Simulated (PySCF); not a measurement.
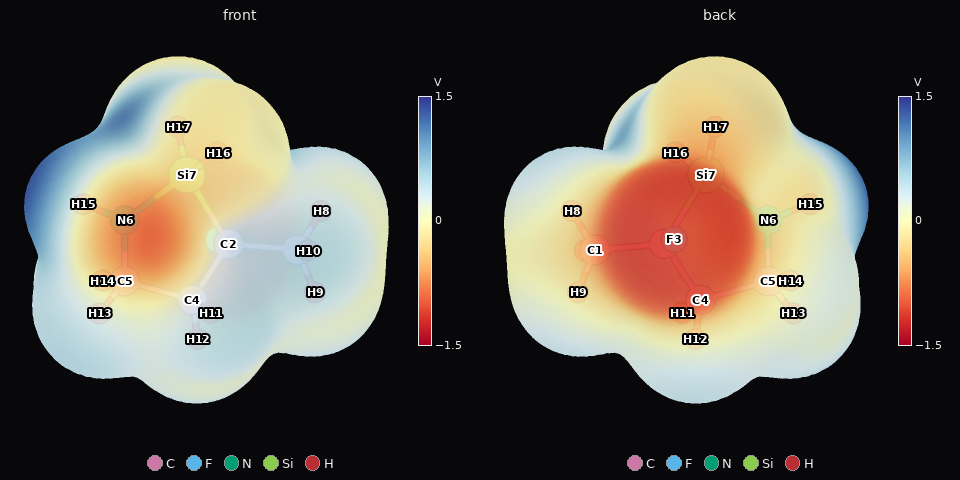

Figure. C4H10FNSi. The molecular electrostatic potential painted on the density surface at 0.001 e/bohr³, seen from the front and from behind; the colour scale runs from red (negative) to blue (positive).

Geometry: GFN2-xTB.

Theory: PySCF, PBE0/pcSseg-1, SCF density, gas phase, non-relativistic.

```xyz
17

C     1.5678   -1.3580    0.4494
C     0.5227   -0.5212   -0.2618
F     0.4804   -0.9632   -1.5990
C    -0.8781   -0.6994    0.3185
C    -1.7364    0.4685   -0.1573
N    -0.9052    1.6548   -0.0378
Si    0.7668    1.3855   -0.3024
H     2.5236   -1.2654   -0.0611
H     1.2809   -2.4093    0.4586
H     1.6827   -1.0111    1.4723
H    -0.7991   -0.6690    1.4055
H    -1.3089   -1.6557    0.0183
H    -2.6320    0.5790    0.4618
H    -2.0543    0.3015   -1.1946
H    -1.3869    2.5194   -0.2186
H     1.5353    1.8913    0.8350
H     1.3336    1.7644   -1.5968
```

> Which sites attract a positive test charge, and which a negative one?

A positive charge is drawn to the negative regions and a negative charge to the positive ones. The most negative region (about −1.1 V) lies over F3, the most positive (about +1.3 V) over H15.

> How polar is the molecule by this calculation?

Its dipole moment is 1.63 D.
